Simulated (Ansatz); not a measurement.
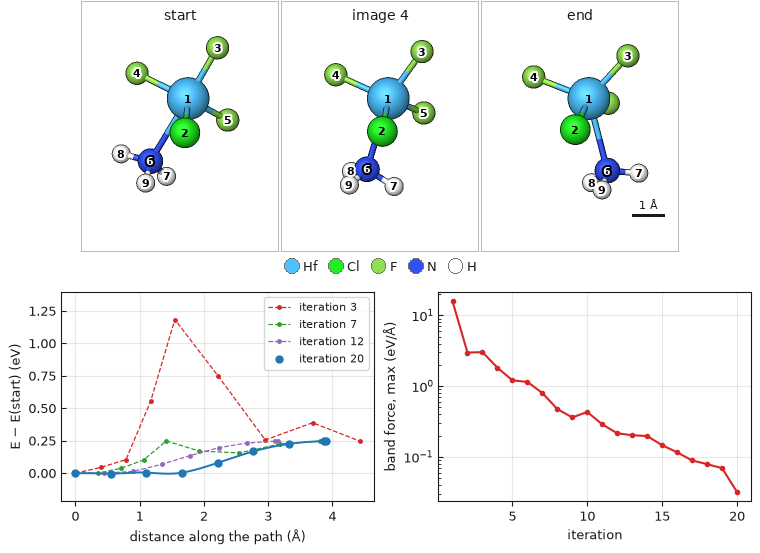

NEB run on HfNH3ClF3. Images are numbered from 0 (start) to 8 (end). The plot follows the band through its iterations. Style: ball-and-stick. Shown from a free direction.

Theory: Ansatz 0.2.0, RKS r2SCAN-D4/def2-SVP. Settings: 7 movable images; climbing image; force threshold 0.05 eV/Å; iteration limit 60; starting path through a guess of the saddle point.

Question: Did the band converge, and can the barrier be trusted?

Answer: The run is converged, with reservations. The band converged in 20 iterations. The largest component of the band force went from 16 to 0.032 eV/Å. The first iteration put the highest image at 4.647 eV. There is no barrier: the inner images dip to −0.003 eV relative to the start, below both ends (the end lies at +0.247 eV), so the ends aren't minima along this motion.

Cost: 6.6 min on 4 threads of Arm Neoverse V2, on a shared host, peak memory 0.23 GiB.
